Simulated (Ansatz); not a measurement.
Input

```
crystal:
  lattice:
    - [6.0468660819, 0.0, 0.0]
    - [0.0, 6.0468660819, 0.0]
    - [0.0, 0.0, 6.0468660819]
  atoms:
    - { symbol: Cr, position: [0.5, 0.5, 0.5], spin: 2.42 }
    - { symbol: Ag, position: [0.0, 0.0, 0.0] }
    - { symbol: C, position: [0.2047552721, 0.2047552721, 0.2047552721] }
    - { symbol: C, position: [0.2047552721, 0.7952447279, 0.7952447279] }
    - { symbol: C, position: [0.7952447279, 0.2047552721, 0.7952447279] }
    - { symbol: C, position: [0.7952447279, 0.7952447279, 0.2047552721] }
    - { symbol: "N", position: [0.3174694772, 0.3174694772, 0.3174694772] }
    - { symbol: "N", position: [0.3174694772, 0.6825305228, 0.6825305228] }
    - { symbol: "N", position: [0.6825305228, 0.3174694772, 0.6825305228] }
    - { symbol: "N", position: [0.6825305228, 0.6825305228, 0.3174694772] }
basis:
  ecutwfc: 420
kpoints:
  mp_grid: { grid: [6, 6, 6] }
hamiltonian:
  xc: pbe
scf:
  occupations: { method: gaussian, width: 0.1 }
output:
  forces: true
  stress: true
  eigenvalues: true
  populations: true
  write_density: true
  write_potential: true
  elf: true
  volumetric_format: npy
magnetization:
  spin_polarized: true
relax:
  adjacent_minimum: "off"
  f_tol: 0.01
  max_steps: 80
  cell: { stress_tol: 0.05 }
```

Command:

```sh
ansatz run input.yaml --threads 1 --pin off --max-ram 2560MiB --backend cpu --events-out ev --progress --plain --runs-dir out
```

Below, planes, directions and counts refer to the conventional cell (a = 6.05 Å, b = 6.05 Å, c = 6.05 Å, α = 90.00°, β = 90.00°, γ = 90.00°).

The fields are those of the run's last geometry, not of the input's.

Space group P-43m; a structure generated by program, which may or may not match a known phase; spin-polarised.

Computed with Ansatz 0.2.0, DFT PBE, scalar-relativistic, plane waves, PAW.

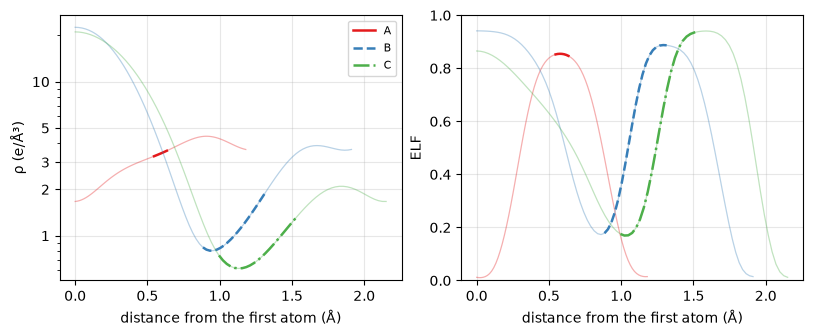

CrAgC₄N₄. Valence electron density and ELF along straight lines between neighbouring atoms. Thin, pale parts lie inside the atomic spheres.

In a PAW calculation such maps are meaningful between the atoms, not at the nuclei.

### Which curve belongs to which contact (Ag–C, Cr–N and C–N)? The first atom named is at distance zero.

Curve A: C–N (1.18 Å): ρ is about 3.4 e/Å³ halfway; the ELF peaks at about 0.85 between the atoms. Curve B: Cr–N (1.91 Å): ρ at the midpoint is about 0.8 e/Å³; the ELF peaks at about 0.90 in the valence shell of N, 0.6 Å from its nucleus, and is about 0.25 at the midpoint: no shared electron pair shows on this line. Curve C: Ag–C (2.15 Å): ρ is about 0.63 e/Å³ halfway; the ELF peaks at about 0.95 in the valence shell of C, 0.6 Å from its nucleus, and is about 0.20 at the midpoint.
